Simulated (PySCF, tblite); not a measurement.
# C₃H₁₅BN₂Si₂: geometry, infrared bands and NMR shifts

Aim: predict the infrared bands and NMR shifts of C₃H₁₅BN₂Si₂ (`CN(C)[SiH2]NBC[SiH3]`).

The runs use tblite 0.8.0 and PySCF 2.14.0, with density-fitted response routines of our own; the level of theory stands in each step. All values are computed, except where a source is named. Atoms are numbered from 0 throughout.

## (1) The molecule as given

23 atoms, charge 0, multiplicity 1; geometry from: force field or distance geometry start.

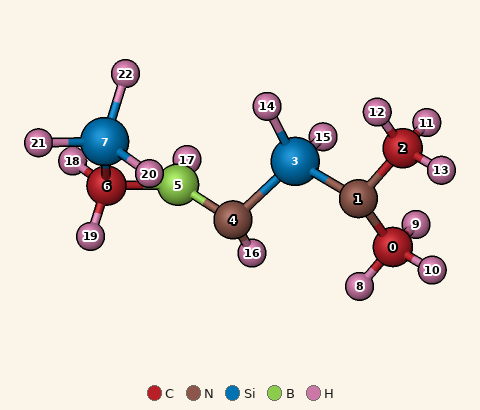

As it starts; carbon red, nitrogen brown, silicon blue, boron green, hydrogen pink, atoms numbered.

## (2) Geometry optimisation with GFN2-xTB

What the job is given:

```
{"job": {"kind": "relax", "xc": "GFN2-xTB", "basis": "xTB"}, "charge": 0, "multiplicity": 1}
C     -2.811200    -1.078000    -0.584100
N     -2.014100     0.098900    -0.955200
C     -2.825500     1.304200    -0.906800
Si    -0.641200     0.277600     0.213100
N      0.522100    -1.076700     0.007100
B      1.719900    -0.800700     0.891200
C      3.181300    -0.693100     0.262300
Si     3.298100     0.793000    -0.860300
H     -2.204900    -2.004300    -0.651600
H     -3.237200    -0.985000     0.451200
H     -3.666100    -1.191900    -1.299500
H     -3.264700     1.480100     0.105300
H     -2.235500     2.192600    -1.200600
H     -3.664500     1.221300    -1.642300
H      0.040100     1.558300    -0.024700
H     -1.157800     0.263500     1.612500
H      0.070500    -1.940400     0.363300
H      1.589700    -0.742700     2.067800
H      3.925800    -0.583000     1.086000
H      3.407300    -1.616400    -0.303900
H      2.311800     0.656100    -1.950900
H      4.646500     0.875700    -1.425800
H      3.004900     2.017800    -0.087700
```

Run with:

```console
> OMP_NUM_THREADS=1 python probes_run.py task.json out
```

One launch serves the whole session: the jobs run in the order shown.

Standard output:

```text
step      E/eV     max force
  0    -670.28766    1.907
  1    -670.48869    1.152
  2    -670.59596    0.477
  3    -670.62059    0.451
  4    -670.64625    0.294
  5    -670.66050    0.376
  6    -670.68953    0.577
  7    -670.71481    0.628
  8    -670.73838    0.448
  9    -670.75283    0.272
 10    -670.76583    0.248
 11    -670.77824    0.321
 12    -670.79216    0.357
 13    -670.80653    0.321
 14    -670.81917    0.249
 15    -670.82926    0.287
 16    -670.83844    0.319
 17    -670.84651    0.209
 18    -670.85251    0.182
 19    -670.85756    0.159
 20    -670.86212    0.203
 21    -670.86632    0.174
 22    -670.86966    0.246
 23    -670.87346    0.146
 24    -670.87929    0.208
 25    -670.88817    1.149
 26    -670.91053    0.391
 27    -670.94211    0.459
 28    -670.79906    2.780
 29    -670.98356    0.585
 30    -671.00639    0.646
 31    -671.02569    1.964
 32    -671.08539    0.725
 33    -671.11303    0.628
 34    -671.23790    0.658
 35    -671.26110    0.313
 36    -671.29147    0.371
 37    -671.32632    0.372
 38    -671.35277    0.331
 39    -671.37034    0.230
 40    -671.38421    0.276
 41    -671.39444    0.256
 42    -671.40277    0.253
 43    -671.40844    0.211
 44    -671.41328    0.210
 45    -671.41963    0.190
 46    -671.42828    0.231
 47    -671.43553    0.204
 48    -671.44027    0.185
 49    -671.44345    0.177
 50    -671.44718    0.150
 51    -671.45226    0.161
 52    -671.45790    0.163
 53    -671.46310    0.211
 54    -671.46856    0.221
 55    -671.47627    0.228
 56    -671.48640    0.225
 57    -671.49635    0.193
 58    -671.50333    0.189
 59    -671.50808    0.170
 60    -671.51347    0.203
 61    -671.52133    0.279
 62    -671.53039    0.251
 63    -671.53709    0.154
 64    -671.54087    0.141
 65    -671.54393    0.147
 66    -671.54736    0.163
 67    -671.55380    0.215
 68    -671.55970    0.276
 69    -671.56760    0.288
 70    -671.57495    0.283
 71    -671.58182    0.181
 72    -671.58793    0.143
 73    -671.59356    0.140
 74    -671.59797    0.136
 75    -671.60155    0.123
 76    -671.60454    0.157
 77    -671.60767    0.121
 78    -671.61022    0.106
 79    -671.61336    0.080
 80    -671.61476    0.117
 81    -671.61633    0.109
 82    -671.61787    0.114
 83    -671.61987    0.092
 84    -671.62188    0.121
 85    -671.62361    0.094
 86    -671.62497    0.098
 87    -671.62618    0.080
 88    -671.62729    0.084
 89    -671.62817    0.081
 90    -671.62888    0.055
 91    -671.62955    0.056
 92    -671.63024    0.056
 93    -671.63093    0.082
 94    -671.63162    0.079
 95    -671.63236    0.062
 96    -671.63313    0.064
 97    -671.63382    0.062
 98    -671.63463    0.065
 99    -671.63566    0.072
100    -671.63697    0.075
101    -671.63832    0.073
102    -671.63949    0.068
103    -671.64051    0.064
104    -671.64165    0.073
105    -671.64310    0.092
106    -671.64462    0.107
107    -671.64592    0.117
108    -671.64703    0.114
109    -671.64822    0.102
110    -671.64954    0.113
111    -671.65086    0.069
112    -671.65195    0.071
113    -671.65270    0.079
114    -671.65376    0.083
115    -671.65509    0.087
116    -671.65658    0.077
117    -671.65791    0.072
118    -671.65912    0.077
119    -671.66011    0.100
120    -671.66109    0.066
121    -671.66182    0.053
122    -671.66259    0.051
123    -671.66311    0.053
124    -671.66401    0.060
125    -671.66468    0.060
126    -671.66523    0.066
127    -671.66565    0.051
128    -671.66609    0.048
129    -671.66655    0.051
130    -671.66703    0.056
131    -671.66751    0.055
132    -671.66790    0.043
133    -671.66818    0.044
134    -671.66843    0.037
135    -671.66871    0.037
136    -671.66903    0.039
137    -671.66934    0.038
138    -671.66965    0.038
139    -671.66997    0.046
140    -671.67037    0.055
141    -671.67090    0.071
142    -671.67146    0.068
143    -671.67201    0.049
144    -671.67247    0.036
145    -671.67278    0.033
146    -671.67302    0.035
147    -671.67331    0.037
148    -671.67376    0.045
149    -671.67441    0.048
150    -671.67505    0.052
151    -671.67547    0.045
152    -671.67569    0.036
153    -671.67590    0.033
154    -671.67619    0.036
155    -671.67656    0.036
156    -671.67680    0.029
157    -671.67692    0.022
158    -671.67700    0.023
159    -671.67709    0.021
160    -671.67719    0.020
161    -671.67730    0.022
162    -671.67739    0.022
163    -671.67748    0.021
164    -671.67757    0.024
165    -671.67766    0.024
166    -671.67777    0.022
167    -671.67788    0.029
168    -671.67799    0.031
169    -671.67812    0.034
170    -671.67825    0.032
171    -671.67838    0.026
172    -671.67849    0.024
173    -671.67859    0.024
174    -671.67868    0.033
175    -671.67879    0.031
176    -671.67889    0.022
177    -671.67899    0.020
178    -671.67910    0.026
179    -671.67922    0.028
180    -671.67934    0.025
181    -671.67947    0.026
182    -671.67960    0.025
183    -671.67974    0.027
184    -671.67986    0.021
185    -671.67998    0.021
186    -671.68008    0.026
187    -671.68018    0.026
188    -671.68029    0.023
189    -671.68038    0.017
190    -671.68046    0.017
191    -671.68052    0.018
192    -671.68056    0.018
193    -671.68060    0.016
194    -671.68063    0.010
```

Run time: 3.4 s. Hardware: 1 thread of Arm Neoverse N1, shared host.

Relaxation path: (not every step is listed)

```
step  energy from step 0 (eV)  largest force (eV/Å)
   0                   0.0000                1.9071
   1                  -0.2010                1.1521
   2                  -0.3083                0.4771
   3                  -0.3329                0.4510
   4                  -0.3586                0.2940
   5                  -0.3728                0.3764
   6                  -0.4019                0.5775
   7                  -0.4272                0.6279
   8                  -0.4507                0.4480
  26                  -0.6229                0.3905
  44                  -1.1256                0.2101
  62                  -1.2427                0.2512
  80                  -1.3271                0.1175
  98                  -1.3470                0.0651
 116                  -1.3689                0.0769
 134                  -1.3808                0.0372
 152                  -1.3880                0.0356
 170                  -1.3906                0.0319
 188                  -1.3926                0.0228
 189                  -1.3927                0.0175
 190                  -1.3928                0.0172
 191                  -1.3929                0.0177
 192                  -1.3929                0.0182
 193                  -1.3929                0.0163
 194                  -1.3930                0.0096
```

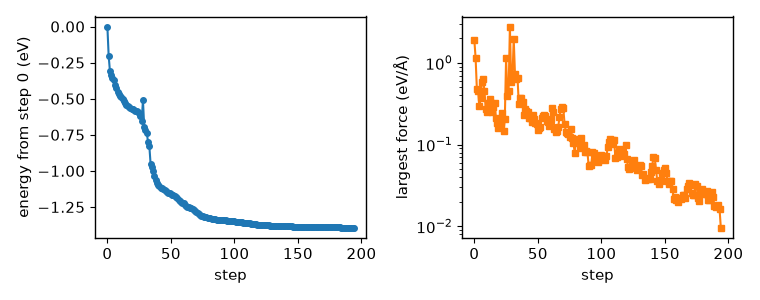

Energy and force, step by step.

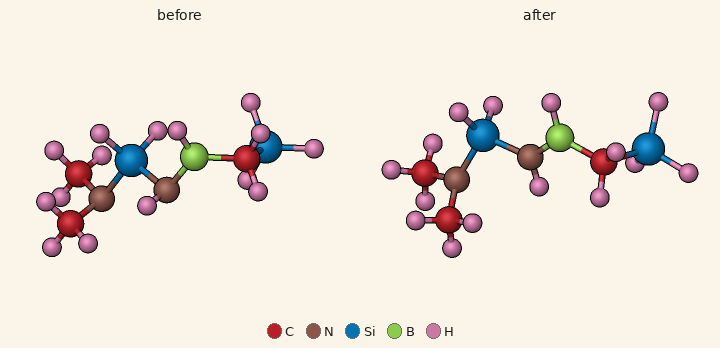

The geometry before (left) and after (right).

Distances of close pairs at the start and the end, largest changes first:

| bond | before (Å) | after (Å) | change (Å) |
| --- | --- | --- | --- |
| N4–B5 | 1.514 | 1.398 | -0.116 |
| N1–Si3 | 1.812 | 1.722 | -0.090 |
| Si3–N4 | 1.797 | 1.736 | -0.061 |
| C6–Si7 | 1.866 | 1.902 | +0.036 |
| N4–H16 | 1.038 | 1.011 | -0.026 |
| C0–H9 | 1.123 | 1.097 | -0.026 |
| C0–N1 | 1.469 | 1.443 | -0.026 |
| C0–H10 | 1.121 | 1.095 | -0.026 |

The end geometry stands in the next job.

## (3) Vibrational analysis with GFN2-xTB

What the job is given:

```
{"job": {"kind": "ir", "xc": "GFN2-xTB", "basis": "xTB"}, "charge": 0, "multiplicity": 1}
C     -2.440748    -1.179235    -0.695328
N     -2.192884     0.222544    -0.458057
C     -3.365534     1.022222    -0.698140
Si    -0.982183     0.762132     0.641028
N      0.449964    -0.108887     0.187966
B      1.664314    -0.238882     0.868878
C      2.888229    -0.947373     0.182811
Si     3.870381     0.295818    -0.870227
H     -1.550784    -1.758786    -0.464741
H     -3.265789    -1.554309    -0.076924
H     -2.706060    -1.338135    -1.745754
H     -4.185627     0.759957    -0.017856
H     -3.126328     2.071891    -0.557120
H     -3.715332     0.873439    -1.723946
H     -0.842109     2.200468     0.387544
H     -1.236432     0.500660     2.065987
H      0.422792    -0.490207    -0.748210
H      1.740218     0.230644     1.941768
H      3.574154    -1.381583     0.910766
H      2.573949    -1.757314    -0.478996
H      3.018812     0.877748    -1.914868
H      4.980957    -0.410006    -1.525337
H      4.421287     1.374178    -0.045042
```

Standard output:

```text
mode    cm-1     km/mol
  1      25.9      0.10
  2      45.8      0.06
  3      62.0      0.92
  4      76.2      0.26
  5     102.5      0.31
  6     137.5      0.34
  7     170.7      4.01
  8     201.8      2.32
  9     207.4      0.59
 10     236.3      1.75
 11     276.8      3.65
 12     293.9      2.40
 13     355.5     10.51
 14     397.8      1.71
 15     505.7     38.27
 16     533.8     46.56
 17     538.0    119.91
 18     588.9     21.74
 19     641.8     71.80
 20     684.9     30.70
 21     723.3     19.68
 22     735.0      3.42
 23     767.5    522.61
 24     788.0    156.87
 25     792.5    159.96
 26     798.1     27.95
 27     802.4    328.82
 28     807.6    366.12
 29     857.5    188.00
 30     955.9     16.28
 31    1036.0    121.13
 32    1040.5     43.23
 33    1056.4      2.94
 34    1068.7     21.14
 35    1090.8      0.42
 36    1121.9    151.63
 37    1129.3      5.60
 38    1207.2     50.37
 39    1220.7      3.58
 40    1307.1    101.61
 41    1369.6    760.90
 42    1417.3      0.52
 43    1427.9      0.02
 44    1475.1      2.89
 45    1481.5      0.50
 46    1490.6      4.80
 47    1503.0      6.95
 48    1512.5      2.39
 49    2176.2    383.56
 50    2208.4    424.58
 51    2222.6    205.73
 52    2225.3    322.06
 53    2248.9    285.90
 54    2604.5    193.04
 55    2886.4     83.87
 56    2889.3     74.15
 57    2935.6     46.88
 58    2947.0     90.29
 59    2956.4     58.02
 60    2981.6     47.03
 61    3035.0     30.04
 62    3046.7     34.94
 63    3416.0      4.79
```

Run time: 2 s. Hardware: 1 thread of Arm Neoverse N1, shared host.

Which atoms move in the most intense modes:

```
cm⁻¹  km/mol                                   atoms
 768   522.6            H15 34 %, H14 28 %, Si3 15 %
 802   328.8  H14 29 %, H15 22 %, H20 17 %, H21 17 %
 808   366.1                      H17 22 %, Si7 10 %
1370   760.9                        B5 45 %, N4 39 %
2176   383.6                      H15 83 %, H14 13 %
2208   424.6                                H21 91 %
2225   322.1                                H20 86 %
2249   285.9                                H22 94 %
```

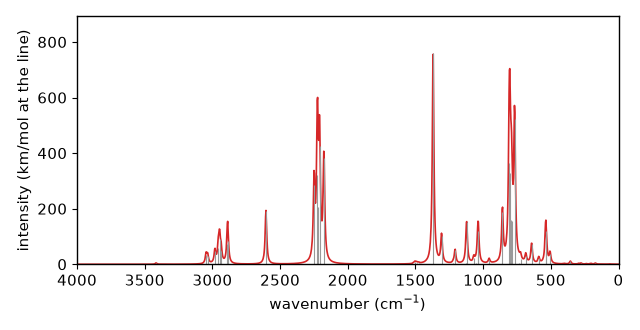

The infrared spectrum from these modes, unscaled. Lines are broadened to a width of 14 cm⁻¹ (Lorentzian).

## (4) Shielding tensors: PBE0/pcSseg-1

The job, as its differences from that of step 3:

```diff
@@ -1,2 +1,2 @@
-{"job": {"kind": "ir", "xc": "GFN2-xTB", "basis": "xTB"}, "charge": 0, "multiplicity": 1}
+{"job": {"kind": "nmr", "xc": "PBE0", "basis": "pcSseg-1"}, "charge": 0, "multiplicity": 1}
 C     -2.440748    -1.179235    -0.695328
```

Level: GIAO PBE0/pcSseg-1 NMR shielding, non-relativistic, gas phase.

Standard output:

```text
coarse grid: 19016 points
cycle   1  E = -836.0306793136  dE =  5.339e-01  |g| = 5.565e-01  |ddm| = 4.106e+00
cycle   2  E = -835.9922942609  dE =  3.839e-02  |g| = 6.937e-01  |ddm| = 1.121e+00
cycle   3  E = -836.1050246378  dE = -1.127e-01  |g| = 7.617e-02  |ddm| = 6.803e-01
cycle   4  E = -836.1060526151  dE = -1.028e-03  |g| = 3.398e-02  |ddm| = 8.550e-02
cycle   5  E = -836.1063157194  dE = -2.631e-04  |g| = 7.087e-03  |ddm| = 3.167e-02
cycle   6  E = -836.1063276907  dE = -1.197e-05  |g| = 1.752e-03  |ddm| = 7.875e-03
cycle   7  E = -836.1063284125  dE = -7.218e-07  |g| = 3.957e-04  |ddm| = 1.587e-03
final grid: 171248 points
cycle   8  E = -836.1461322340  dE = -3.761e-05  |g| = 9.556e-03  |ddm| = 2.799e-02
cycle   9  E = -836.1461196642  dE =  1.257e-05  |g| = 1.213e-02  |ddm| = 1.819e-02
cycle  10  E = -836.1461540595  dE = -3.440e-05  |g| = 1.174e-03  |ddm| = 1.035e-02
cycle  11  E = -836.1461543423  dE = -2.828e-07  |g| = 2.532e-04  |ddm| = 9.557e-04
cycle  12  E = -836.1461543555  dE = -1.323e-08  |g| = 6.333e-05  |ddm| = 2.354e-04
cycle  13  E = -836.1461543564  dE = -8.954e-10  |g| = 2.071e-05  |ddm| = 6.902e-05
converged SCF energy = -836.1461543564

GIAO shielding tensors (ppm)
atom      isotropic    diamagn.    paramagn.     s11        s22        s33       span
  0 C      148.281     246.723     -98.442    123.323    136.774    184.746     61.423
  1 N      246.433     329.880     -83.446    218.360    255.151    265.788     47.428
  2 C      146.480     241.227     -94.747    121.895    131.469    186.076     64.181
  3 Si     377.258     884.046    -506.787    346.054    358.279    427.442     81.387
  4 N      142.278     329.540    -187.262     44.186    184.117    198.532    154.347
  5 B       55.284     195.239    -139.955      6.492     38.810    120.549    114.057
  6 C      180.426     258.127     -77.702    168.395    174.713    198.169     29.774
  7 Si     425.003     878.939    -453.936    387.963    417.548    469.499     81.536
  8 H       28.720      33.023      -4.303     23.107     29.565     33.487     10.381
  9 H       29.365      29.820      -0.454     25.220     26.647     36.230     11.010
 10 H       29.243      30.708      -1.466     25.233     26.549     35.946     10.713
 11 H       29.261      26.898       2.363     24.526     26.950     36.307     11.781
 12 H       28.770      28.827      -0.057     24.179     27.130     35.001     10.822
 13 H       29.142      27.733       1.409     24.593     26.701     36.132     11.539
 14 H       26.750      32.938      -6.187     23.136     25.812     31.303      8.167
 15 H       26.556      32.106      -5.550     23.000     25.162     31.504      8.504
 16 H       28.081      38.728     -10.647     22.554     29.574     32.116      9.562
 17 H       26.383      32.948      -6.565     24.704     25.966     28.480      3.775
 18 H       30.945      29.772       1.173     27.059     28.019     37.758     10.699
 19 H       31.425      33.987      -2.562     27.443     29.872     36.962      9.519
 20 H       27.969      29.505      -1.536     24.177     27.458     32.271      8.094
 21 H       27.604      27.471       0.133     24.380     25.074     33.359      8.979
 22 H       27.812      28.273      -0.461     24.652     25.764     33.021      8.369
```

Wall time 87 s (1 thread of Arm Neoverse N1, shared host); peak memory 1.1 GiB.

Shifts follow as δ = σ(reference) − σ, with reference shieldings (ppm) from runs at the same level and on the same kind of geometry: ¹H TMS 31.72, ¹³C TMS 186.9, ²⁹Si TMS 349.2, ¹⁵N NH3 267.7, ¹¹B BF3·OEt2 100.1. The references are single molecules in the gas phase, so shifts against H2O, NH3, PH3, H3PO4 or CFCl3 are not on the usual liquid scales and can be off by tens of ppm. Atoms listed in one row are averaged.

```csv
atoms,environment,σ (ppm),δ (ppm),δ scaled to CDCl3
"C0, C2",methyl carbon bonded to N,147.4,39.5,36.7
C6,sp3 CH2 bonded to B and Si,180.4,6.5,4.4
H17,"hydrogen on a boron bonded to C, N",26.38,5.33,–
"H14, H15",hydrogen on a silicon bonded to 2 N,26.65,5.06,–
"H20, H21, H22",hydrogen on a silicon bonded to C,27.79,3.92,–
H16,"hydrogen on a nitrogen bonded to B, Si",28.08,3.64,–
"H8, H9, H10, H11, H12, H13",hydrogen on a methyl carbon bonded to N,29.08,2.63,2.59
"H18, H19",hydrogen on an sp3 CH2 bonded to B and Si,31.19,0.53,0.61
N4,"nitrogen bonded to B, Si, H",142.3,125.5,–
N1,"nitrogen bonded to 2 C, Si",246.4,21.3,–
Si3,"silicon bonded to 2 N, 2 H",377.3,-28.1,–
Si7,"silicon bonded to C, 3 H",425.0,-75.8,–
B5,"boron bonded to C, N, H",55.3,44.8,–
```

The scaled column applies a straight-line fit of computed shieldings to shifts measured in CDCl3 (root-mean-square error 0.16 ppm for H, 1.9 ppm for C).

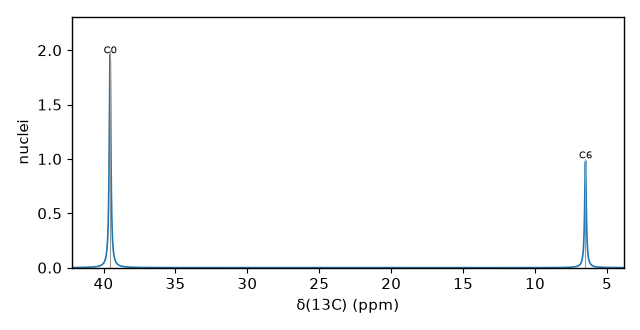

¹³C lines at the computed shifts, without couplings. Lines are broadened to a width of 0.13 ppm (Lorentzian).

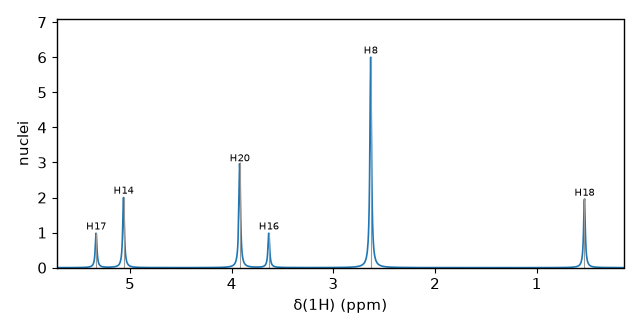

¹H lines at the computed shifts, without couplings. Lines are broadened to a width of 0.02 ppm (Lorentzian).

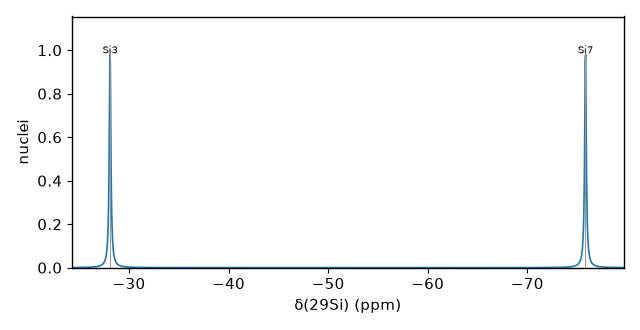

²⁹Si lines at the computed shifts, without couplings. Lines are broadened to a width of 0.19 ppm (Lorentzian).

The run also stored atomic charges by several schemes (e):

```csv
atoms,Mulliken,IAO,Hirshfeld,ESP fit
"C0, C2",-0.08,-0.30,-0.07,-0.41
N1,-0.79,-0.51,-0.18,-0.23
Si3,0.89,1.02,0.41,0.70
N4,-0.66,-0.65,-0.26,-0.70
B5,0.33,0.13,0.13,0.41
C6,-0.75,-0.68,-0.23,-0.56
Si7,0.47,0.62,0.32,0.50
```

ESP fit charges:

C0 -0.35; N1 -0.23; C2 -0.46; Si3 0.70; N4 -0.70; B5 0.41; C6 -0.56; Si7 0.50; H8 0.13; H9 0.13; H10 0.14; H11 0.15; H12 0.16; H13 0.16; H14 -0.15; H15 -0.14; H16 0.34; H17 -0.12; H18 0.14; H19 0.14; H20 -0.13; H21 -0.14; H22 -0.12

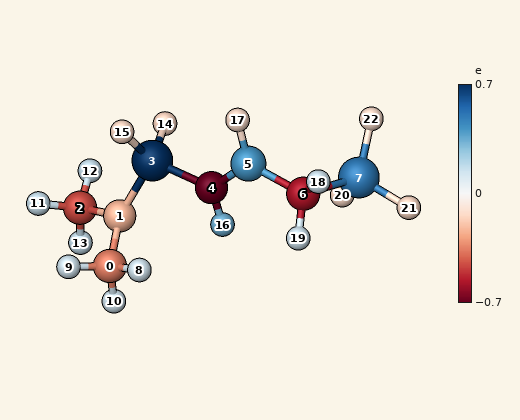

ESP fit charges, as colours on the atoms.

Mayer bond orders: C0–N1 0.95, N1–C2 0.97, N1–Si3 0.97, Si3–N4 0.90, N4–B5 1.29, B5–C6 1.00, C6–Si7 0.92.

## (5) Results

```
                                                               quantity                                   value
                              strongest single infrared mode (GFN2-xTB)                   1370 cm⁻¹, 761 km/mol
                                           zero-point energy (GFN2-xTB)                          111.3 kcal/mol
¹³C shifts against TMS (PBE0/pcSseg-1, means over atoms taken as alike)                           39.5, 6.5 ppm
 ¹H shifts against TMS (PBE0/pcSseg-1, means over atoms taken as alike)  5.33, 5.06, 3.92, 3.64, 2.63, 0.53 ppm
                                 ¹⁵N shifts against NH3 (PBE0/pcSseg-1)                         125.5, 21.3 ppm
                                ²⁹Si shifts against TMS (PBE0/pcSseg-1)                        -28.1, -75.8 ppm
                            ¹¹B shifts against BF3·OEt2 (PBE0/pcSseg-1)                                44.8 ppm
```

In words: Relaxing lowered the energy by 1.393 eV in 194 steps; the close pair that moved most is N4–B5, from 1.514 to 1.398 Å. All 63 modes are real, so the xTB geometry is a minimum. The strongest single mode, at 1370 cm⁻¹, moves mainly B5 and N4. Unscaled tight-binding wavenumbers are off by several per cent, some by more. Its intensities can rank the bands wrongly. C0, C2 (mean) (methyl carbon bonded to N) lies farthest downfield among carbon, at 39.5 ppm; pulled downfield by the heteroatom. At PBE0/pcSseg-1: Shielding is most anisotropic at N4 (span 154 ppm, paramagnetic term -187 ppm).
